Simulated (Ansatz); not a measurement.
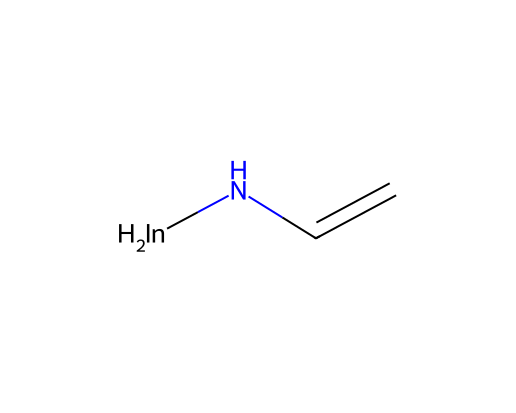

**Give its SMILES.**

C=C[NH][InH2]

**What is the molecular formula?**

C2H6InN.

**An optimisation with PBE0-D4/def2-TZVP gave a structure of which point group?**

Cs. Other conformers may differ.

More results for the same structure follow; atom numbers are the same in all pictures, views and colours differ. The computed structure is the end point of a PBE0-D4/def2-TZVP optimisation.

**Vibrations**

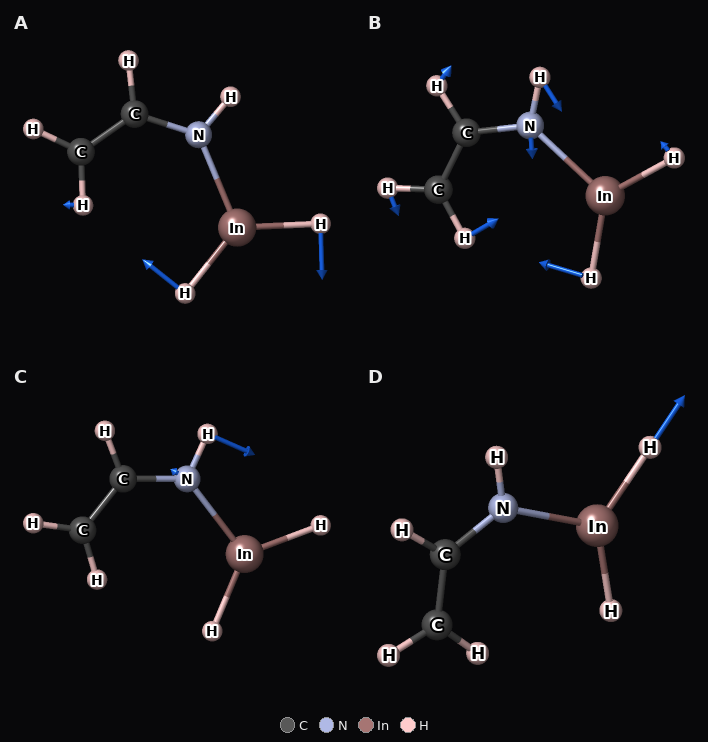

4 normal modes of one molecule or complex, as arrows. Harmonic vibrations computed with RKS PBE0-D4/def2-TZVP, core potentials on In (Ansatz 0.2.0) at a stationary point of the same level.

**Match the panels to the wavenumbers 374 cm⁻¹, 612 cm⁻¹, 1388 cm⁻¹, 1856 cm⁻¹.**

A: 374 cm⁻¹, H–In–N bending
B: 612 cm⁻¹
C: 1388 cm⁻¹
D: 1856 cm⁻¹, In–H stretching

**Levels of theory compared**

Program: Ansatz 0.2.0.

Tabulate HOMO energy (eV), HOMO–LUMO gap (eV) at these levels: B3LYP-D4/def2-TZVPP; B97M-V/def2-TZVPP; BHLYP-D4/def2-TZVPP; HSE06 (plane-wave form)-D4/def2-TZVPP; PBE0-D4/def2-SVP; PBE0-D4/def2-TZVPP; r2SCAN-D4/def2-TZVPP; r2SCAN0-D4/def2-TZVPP; revPBE-D4/def2-TZVPP; ωB97M-V/def2-QZVPP.

| level | HOMO energy (eV) | HOMO–LUMO gap (eV) |
| --- | --- | --- |
| B3LYP-D4/def2-TZVPP | −5.52 | 3.68 |
| B97M-V/def2-TZVPP | −4.89 | 2.60 |
| BHLYP-D4/def2-TZVPP | −6.61 | 5.66 |
| HSE06 (plane-wave form)-D4/def2-TZVPP | −5.30 | 3.37 |
| PBE0-D4/def2-SVP | −5.58 | 4.10 |
| PBE0-D4/def2-TZVPP | −5.70 | 4.12 |
| r2SCAN-D4/def2-TZVPP | −4.84 | 2.82 |
| r2SCAN0-D4/def2-TZVPP | −5.81 | 4.39 |
| revPBE-D4/def2-TZVPP | −4.63 | 2.46 |
| ωB97M-V/def2-QZVPP | −7.88 | 7.69 |

**Dipole moment**

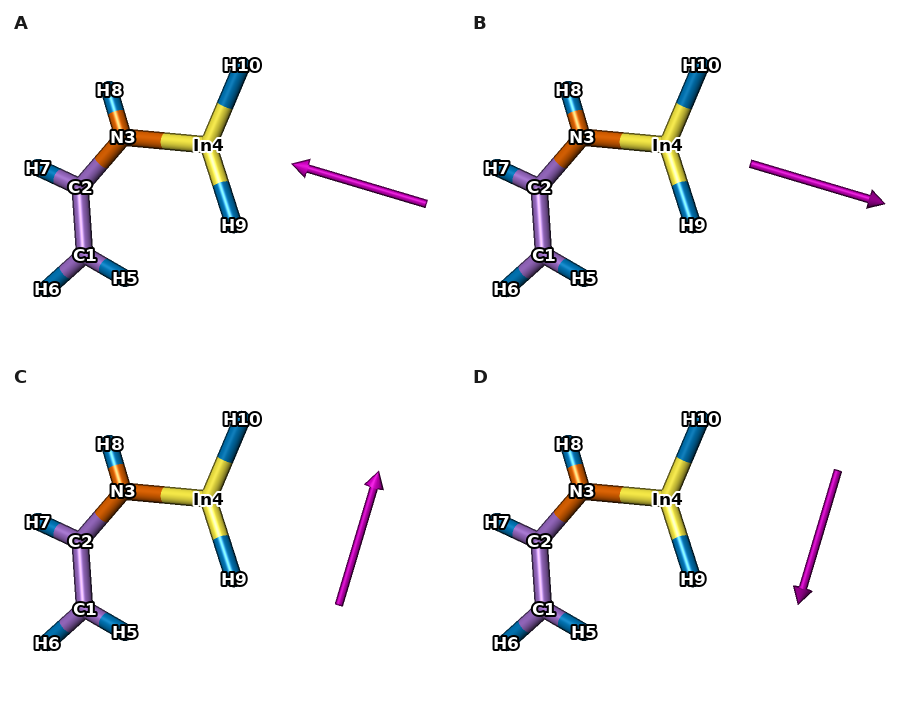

The same molecule four times, each with an arrow. Level of theory: RKS PBE-D4/def2-TZVPP, core potentials on In (Ansatz 0.2.0).

**Which arrow points along the dipole moment, from the negative to the positive end?**

C. The dipole moment is 1.37 D; it points from the side of H6 to the side of H10 (the outermost atoms at the two ends).
